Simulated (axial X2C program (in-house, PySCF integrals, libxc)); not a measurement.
Relativistic diatomic calculation for AgC⁻

- system: AgC⁻. The reference is closed-shell AgC⁻; the roots are vertical excitation energies. The distance is the PBE0 minimum at charge −1.
- method: EOM-EE-CCSD, two-component X2C with atomic mean-field Coulomb and Gaunt terms, Ag dyall-acv3z, C dyall-av3z (cores contracted) (axial X2C program (in-house, PySCF integrals, libxc))

The program's output:
```
two-component X2C + atomic mean field  HF
basis functions 217  fitting functions 999  grid points 5082
iter        total energy     max residual
   1      -5347.197842633     1.40e+01
   2      -5348.302892388     6.06e-01
   3      -5348.329751632     1.41e-01
   4      -5348.331642763     7.47e-02
   5      -5348.332365881     2.91e-02
   6      -5348.332713291     3.11e-02
   7      -5348.332944084     8.04e-03
   8      -5348.333019202     4.41e-03
   9      -5348.333056201     5.56e-03
  10      -5348.333064207     1.57e-03
  11      -5348.333067480     8.81e-04
  12      -5348.333070520     1.90e-03
  13      -5348.333074327     1.91e-03
  14      -5348.333079276     1.14e-03
  15      -5348.333083662     7.04e-04
  16      -5348.333085951     3.62e-04
  17      -5348.333086587     2.15e-04
  18      -5348.333086710     7.16e-05
  19      -5348.333086741     4.54e-05
  20      -5348.333086750     3.21e-05
  21      -5348.333086753     1.29e-05
  22      -5348.333086753     5.20e-06
  23      -5348.333086753     3.28e-06
  24      -5348.333086753     8.27e-07
converged
one-electron -7528.78126010  Coulomb 2264.40748344  exact exchange -153.18728290  xc functional 0.00000000  nuclear repulsion 72.05599878  atomic mean-field constant -2.82802597
correlated 16  virtual 298  natural virtual 88  E(MP2) -0.613764691  MP2 remainder -0.115814091
iter   CCSD correlation   residual
   1     -0.456746464   2.40e-01
   2     -0.476108280   1.37e-01
   3     -0.485716572   7.93e-02
   4     -0.487093120   5.05e-02
   5     -0.488575713   3.65e-02
   6     -0.489689552   2.50e-02
   7     -0.490379803   1.63e-02
   8     -0.490472673   9.82e-03
   9     -0.490859737   6.45e-03
  10     -0.490859474   3.93e-03
  11     -0.490911465   2.39e-03
  12     -0.490913433   1.57e-03
  13     -0.490919395   1.16e-03
  14     -0.490922698   9.26e-04
  15     -0.490924776   7.32e-04
  16     -0.490928802   5.67e-04
  17     -0.490930422   3.86e-04
  18     -0.490929648   2.55e-04
  19     -0.490928299   1.61e-04
  20     -0.490927585   1.00e-04
  21     -0.490925803   6.47e-05
  22     -0.490924844   4.46e-05
  23     -0.490924090   3.10e-05
  24     -0.490923235   2.17e-05
  25     -0.490922711   1.47e-05
  26     -0.490922459   1.02e-05
  27     -0.490922252   7.02e-06
  28     -0.490922148   4.95e-06
  29     -0.490922120   3.78e-06
  30     -0.490922083   2.94e-06
  31     -0.490922061   2.31e-06
  32     -0.490922061   1.77e-06
(T) -0.023388201468700312  T1 0.0504  D1 0.0977  max T2 0.185
EOM-EE-CCSD roots
2*Omega      energy/Eh   energy/eV  one-particle weight
    0       0.02999496      0.8162      0.917
    0       0.03090725      0.8410      0.910
    0       0.03547190      0.9652      0.890
    0       0.06512307      1.7721      0.842  not converged
    0       0.06585810      1.7921      0.881  not converged
    2      -0.00897058     -0.2441      0.957
    2       0.03553883      0.9671      0.899
    2       0.04011594      1.0916      0.880
    2       0.06593082      1.7941      0.884  not converged
    4       0.03038570      0.8268      0.947
    4       0.06134985      1.6694      0.894
    4       0.06840910      1.8615      0.881
    6       0.13662265      3.7177      0.000  not converged
```

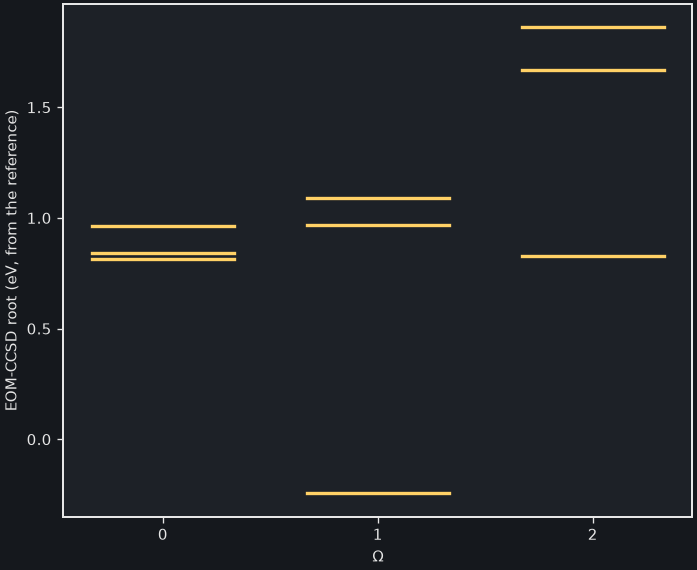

Fig. 1: EOM-CCSD roots by Ω at 2.07 Å. The lowest has Ω = 1 and lies at −0.244 eV, with one-particle weight 0.96.

Input:
```
{"zs": [47, 6], "q": -1, "bas": ["dyall-acv3z", "dyall-av3z"], "r0": 2.06, "eom": "ee", "thr": -2.0, "nmax": 88}
```

The line is the task of a batch: nuclear charges, charge, bases, a first guess of the distance and further settings. This report covers the levels named above. The log is that of the reference distance 2.071 Å.

Launched within a batch (the task file carries these settings):
```bash
python <driver script> task.json out
```

Key numbers:

- outcome: converged
- HF energy of the reference AgC⁻: −5348.33309 hartree
- MP2 energy of the reference AgC⁻: −5348.94685 hartree
- CCSD energy of the reference AgC⁻ (with the MP2 share of the virtual spinors left out of the coupled-cluster step): −5348.93982 hartree
- CCSD(T) energy of the reference AgC⁻: −5348.96321 hartree
- T1 diagnostic (spinor form; for a closed shell √2 times the usual value): 0.050
- hardware: 1 thread of Arm Neoverse V2, 24 GiB of memory available, shared host
- wall time: 84 s
- peak memory: 0.99 GiB

Notes:

Caveats: some roots did not converge.
